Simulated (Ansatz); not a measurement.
C₂H₇BSi (SMILES BC1C[SiH2]1)

The calculation's input:

```
crystal:
  periodic: [false, false, false]
  atoms:
    - {symbol: B, position_ang: [-0.921270, 1.093167, -0.547696]}
    - {symbol: C, position_ang: [0.217164, 0.728624, 0.352726]}
    - {symbol: C, position_ang: [0.260553, -0.522586, 1.206449]}
    - {symbol: Si, position_ang: [0.475257, -0.938664, -0.581127]}
    - {symbol: H, position_ang: [-0.808170, 2.000482, -1.319929]}
    - {symbol: H, position_ang: [-1.944586, 0.462961, -0.509391]}
    - {symbol: H, position_ang: [1.137638, 1.310146, 0.329762]}
    - {symbol: H, position_ang: [1.104666, -0.619437, 1.880092]}
    - {symbol: H, position_ang: [-0.684436, -0.824824, 1.648435]}
    - {symbol: H, position_ang: [1.833287, -1.126612, -1.125724]}
    - {symbol: H, position_ang: [-0.604704, -1.620258, -1.313098]}
basis:
  gaussian: {orbitals: def2-TZVPP}
hamiltonian: {xc: pbe0, dispersion: d4}
output: {orbitals: {seedname: orbitals}}
```

Command:

```sh
ansatz run in.yaml --threads 2 --pin off --events-out ev --progress --plain --max-ram 4352MiB
```

Geometry: PBE0-D4/def2-TZVP.

Theory: Ansatz 0.2.0, RKS PBE0-D4/def2-TZVPP.

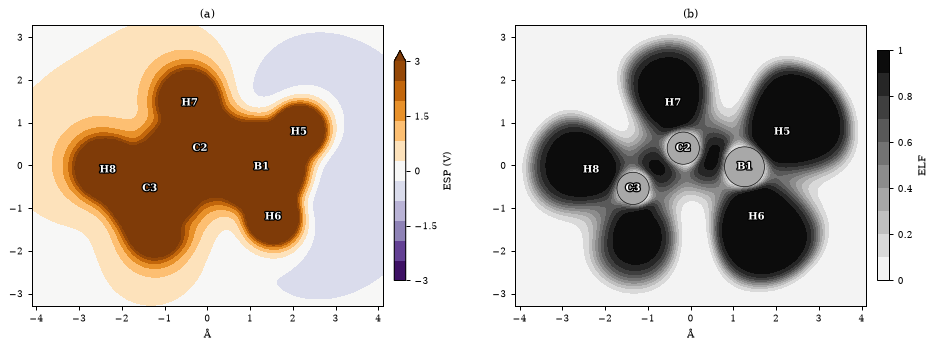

Figure 1. (a) molecular electrostatic potential; (b) electron localisation function on the plane of atoms B1, C2 and H7. Grey discs cover the atomic cores in the ELF map.

Q: Interpret the plot.

A: The section cuts through B, C and H sites.
C–B (1.50 Å): the ELF peaks at about 0.95 between the atoms; a covalent bond.
C–C (1.52 Å): the ELF peaks at about 0.90 between the atoms; a covalent bond.
C–H (1.08 Å): the ELF climbs to about 1 towards the hydrogen, as it does in any bond to H: an ordinary covalent bond to hydrogen.
B–H (1.20 Å): the ELF climbs to about 1 towards the hydrogen (a covalent bond by its length).
Outside the dense part of the molecule the potential is most negative (−0.8 V) near H5.

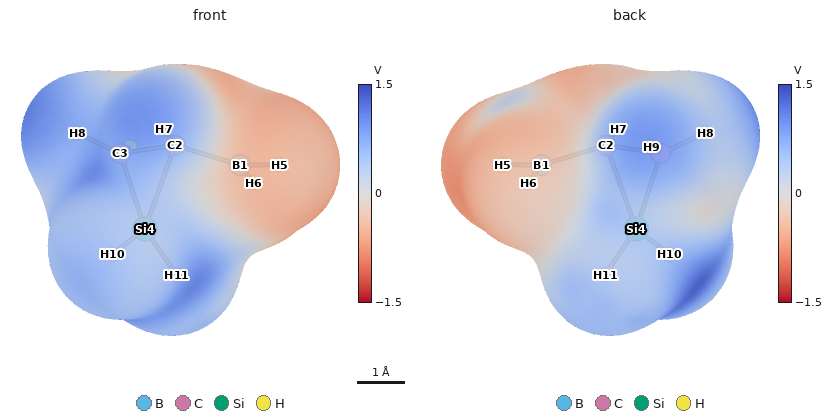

Figure 2. The molecular electrostatic potential painted on the density surface at 0.002 e/bohr³, seen from the front and from behind; red is negative and blue positive.

Q: Describe the electrostatic potential map.

A: The most negative region (about −0.8 V, or −18 kcal/mol for a unit charge) lies over H6, the most positive (about +1.3 V, or +30 kcal/mol for a unit charge) over Si4.

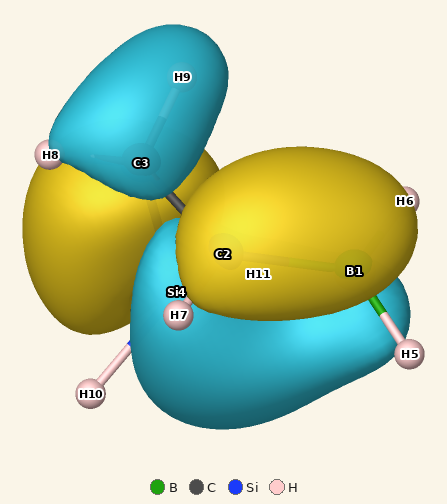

Figure 3. The HOMO at ±0.1 Å⁻³ᐟ² (yellow and cyan are the two phases), seen at an oblique angle.

Q: Where does this orbital lie, and at what energy?

A: By Hirshfeld shares it lies mainly on Si4 (about 30 %), C2 (about 25 %), C3 (about 20 %) and B1 (about 15 %). Its energy is −7.23 eV.
